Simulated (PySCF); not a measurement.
## Run report: C2H6Cl2OSi, core-level calculation

System: C2H6Cl2OSi.
Method: delta-SCF UKS PBE, pcX-2 on the ionised atom, pcseg-1 elsewhere, spin-free X2C (PySCF 2.14.0).

Figures and captions count atoms from 1; the log counts them from 0 in places.

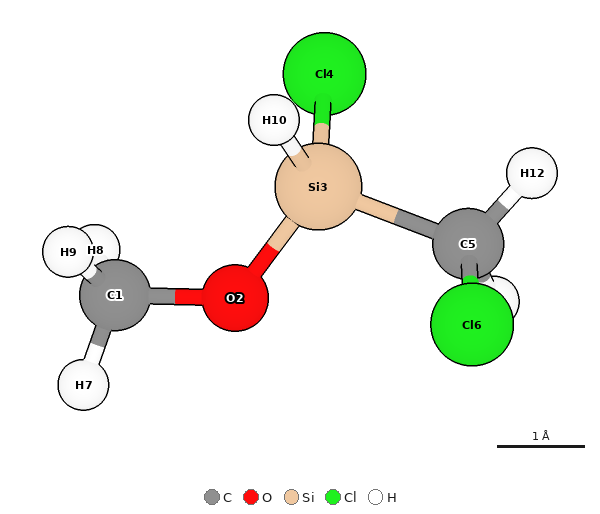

Fig. 1: The structure (ball-and-stick view, seen at a tilt; atoms are numbered from 1 in the order of the input).

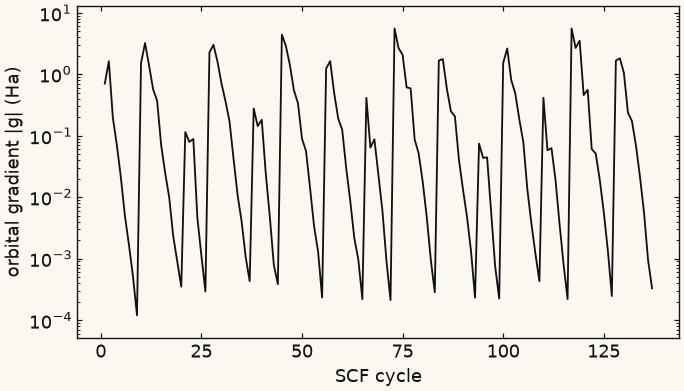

Fig. 2: Convergence of the self-consistent field: orbital gradient |g| against the SCF cycle. All cycles printed in the log are drawn one after another.

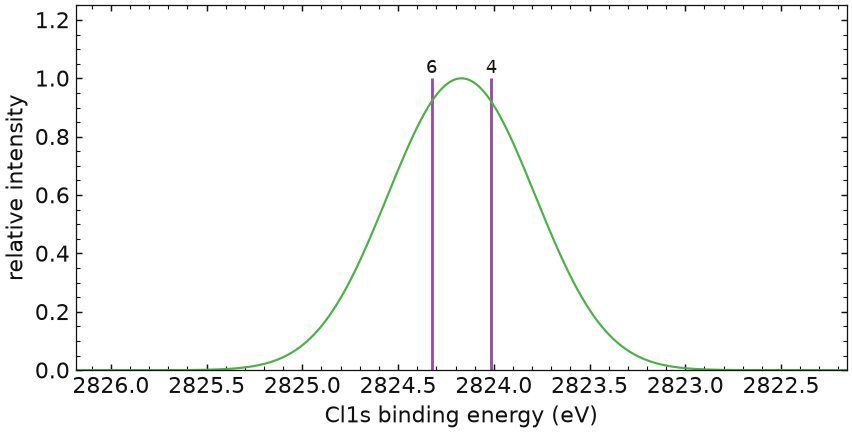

Fig. 3: Cl1s binding energies by ΔSCF of the atoms computed, labelled by atom number, with a Gaussian envelope of 0.8 eV full width. They run from 2824.01 eV (atom 4) to 2824.33 eV (atom 6).

These pictures come from the run below.

## The input
```
{"job": {"kind": "xps", "xc": "PBE"}, "charge": 0, "multiplicity": 1}
C     -0.944837     0.877479     0.384442
O      0.406628     1.198705     0.184168
Si     1.328955     2.171805     1.134502
Cl     0.619606     4.119027     1.043355
C      3.057310     2.163368     0.420904
Cl     3.807463     0.564153     0.699801
H     -1.229380     0.098176    -0.337252
H     -1.593780     1.755572     0.223830
H     -1.129959     0.489133     1.401957
H      1.293713     1.753687     2.559553
H      3.029315     2.354642    -0.661890
H      3.688065     2.931175     0.891485
```

The first line tells a small driver script what to run in PySCF; the rest is the geometry in Å.

Command:
```bash
OMP_NUM_THREADS=1 python <driver script> task.json out
```

## The program's output
```
ground state, core basis on atom 0 (C), 157 functions
  cycle   1  E = -1367.29729225  |g| = 7.07e-01
  cycle   2  E = -1366.85047169  |g| = 1.63e+00
  cycle   3  E = -1367.39470926  |g| = 1.97e-01
  cycle   4  E = -1367.40370226  |g| = 6.99e-02
  cycle   5  E = -1367.40493961  |g| = 2.07e-02
  cycle   6  E = -1367.40506120  |g| = 4.96e-03
  cycle   7  E = -1367.40506864  |g| = 1.68e-03
  cycle   8  E = -1367.40507012  |g| = 5.13e-04
  cycle   9  E = -1367.40507086  |g| = 1.20e-04
  E(ground) = -1367.40412016 Eh
hole in C 1s of atom 0
  cycle   1  E = -1356.13787657  |g| = 1.51e+00
[... 10 cycles left out ...]
  E(ion) = -1356.68070311 Eh   <S^2> = 0.7617   hole on atom = 1.000   binding energy = 291.799 eV
ground state, core basis on atom 1 (O), 157 functions
[... 6 cycles left out ...]
  E(ground) = -1367.43443140 Eh
hole in O 1s of atom 1
[... 11 cycles left out ...]
  E(ion) = -1347.67937529 Eh   <S^2> = 0.7565   hole on atom = 1.000   binding energy = 537.562 eV
ground state, core basis on atom 2 (Si), 168 functions
[... 7 cycles left out ...]
  E(ground) = -1367.48106661 Eh
hole in Si 1s of atom 2
[... 11 cycles left out ...]
  E(ion) = -1299.68693789 Eh   <S^2> = 0.7514   hole on atom = 1.000   binding energy = 1844.772 eV
hole in Si 2p of atom 2
[... 10 cycles left out ...]
  E(ion) = -1363.52352994 Eh   <S^2> = 0.7517   hole on atom = 1.002   binding energy = 107.690 eV
  2p3/2 = 107.415 eV   2p1/2 = 108.044 eV
ground state, core basis on atom 3 (Cl), 168 functions
[... 7 cycles left out ...]
  E(ground) = -1367.59037803 Eh
hole in Cl 1s of atom 3
[... 11 cycles left out ...]
  E(ion) = -1263.80982139 Eh   <S^2> = 0.7509   hole on atom = 1.000   binding energy = 2824.013 eV
hole in Cl 2p of atom 3
[... 10 cycles left out ...]
  E(ion) = -1360.03588283 Eh   <S^2> = 0.7514   hole on atom = 1.001   binding energy = 205.568 eV
  2p3/2 = 204.908 eV   2p1/2 = 206.567 eV
ground state, core basis on atom 4 (C), 157 functions
[... 6 cycles left out ...]
  E(ground) = -1367.40531632 Eh
hole in C 1s of atom 4
[... 10 cycles left out ...]
  E(ion) = -1356.70635302 Eh   <S^2> = 0.7636   hole on atom = 1.000   binding energy = 291.134 eV
ground state, core basis on atom 5 (Cl), 168 functions
[... 7 cycles left out ...]
  E(ground) = -1367.59185678 Eh
hole in Cl 1s of atom 5
[... 11 cycles left out ...]
  E(ion) = -1263.79981362 Eh   <S^2> = 0.7510   hole on atom = 1.000   binding energy = 2824.325 eV
hole in Cl 2p of atom 5
  cycle   1  E = -1359.56334890  |g| = 1.67e+00
  cycle   2  E = -1358.11649279  |g| = 1.82e+00
  cycle   3  E = -1359.43562374  |g| = 1.05e+00
  cycle   4  E = -1359.98783894  |g| = 2.37e-01
  cycle   5  E = -1360.01338112  |g| = 1.73e-01
  cycle   6  E = -1360.02422624  |g| = 6.87e-02
  cycle   7  E = -1360.02641200  |g| = 2.12e-02
  cycle   8  E = -1360.02663085  |g| = 5.60e-03
  cycle   9  E = -1360.02664896  |g| = 9.52e-04
  cycle  10  E = -1360.02664981  |g| = 3.29e-04
  E(ion) = -1360.02572332 Eh   <S^2> = 0.7520   hole on atom = 1.001   binding energy = 205.885 eV
  2p3/2 = 205.120 eV   2p1/2 = 206.794 eV
```

## Key numbers

| quantity | value |
| --- | --- |
| outcome | converged |
| hardware | 1 CPU thread, shared host |
| wall time | 38 s |
| peak memory | 0.7 GiB |
